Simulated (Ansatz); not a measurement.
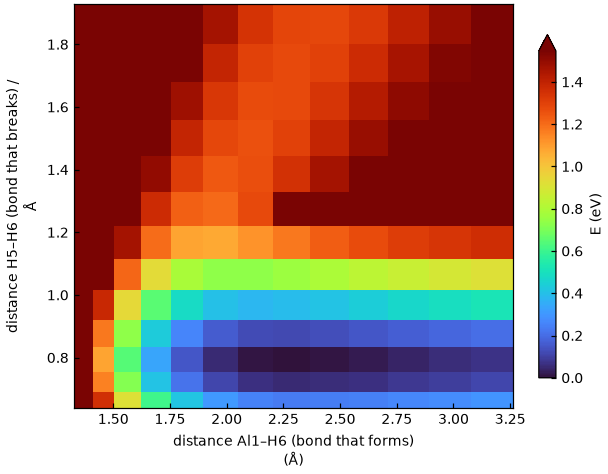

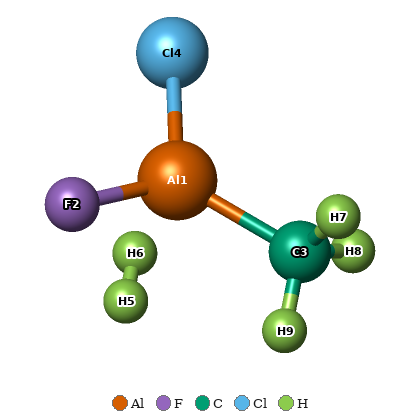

Energy landscape of the reacting system CH5AlClF (fragments CH₃AlClF + H₂ where the first distance is long, CH₅AlClF where the second is long). The first coordinate is: distance Al1–H6 (bond that forms); the second: distance H5–H6 (bond that breaks). Relaxed at each point: all other coordinates. The grid has 13 × 13 points. Points are written as (first, second). Energies are in eV, from the lowest grid point. Energies and slopes of some neighbouring points disagree (a jump in structure or state, or too coarse a mesh). The reference is spin-restricted, so regions where a bond is pulled apart into radicals lie too high. Level of theory: Ansatz, RKS PBE-D4/def2-SVP.

In the figure: one coloured cell a grid point, one colour for all values above the top of the scale. The second picture is the structure at the lowest point.

Where are the lowest and the highest points?

The lowest grid point is at (2.286 Å, 0.794 Å). The highest grid point, (1.368 Å, 1.866 Å), lies 3.44 eV above the lowest.

The input of one point:

```yaml
crystal:
  periodic: [false, false, false]
  atoms:
    - { symbol: Al, position_ang: [0.494149, 0.412438, 0.571611] }
    - { symbol: F, position_ang: [1.837095, -0.333367, 1.255606] }
    - { symbol: C, position_ang: [0.049197, 0.170584, -1.300711] }
    - { symbol: Cl, position_ang: [-0.565895, 1.741677, 1.845865] }
    - { symbol: H, position_ang: [-0.669119, -1.485416, 1.155331] }
    - { symbol: H, position_ang: [-1.087274, -0.927669, 1.535464] }
    - { symbol: H, position_ang: [0.623665, 0.923653, -1.879883] }
    - { symbol: H, position_ang: [-1.027381, 0.330773, -1.51302] }
    - { symbol: H, position_ang: [0.345361, -0.832675, -1.670361] }
basis:
  gaussian: { orbitals: def2-SVP }
hamiltonian:
  xc: pbe
  dispersion: d4
output:
  forces: true
relax:
  f_tol: 0.02
  max_steps: 50
  escape_saddle: false
  constraints: [{ distance: [0, 5] }, { distance: [4, 5] }]
scf:
  lower_state_search: "off"
```

Each point was launched as `ansatz run input.yaml --threads 1 --pin off --max-ram 2560MiB --backend cpu --events-out ev --progress --plain --runs-dir out`. The whole map (169 points run) took 39 min on 1 thread of Arm Neoverse V1, with other jobs on the host.
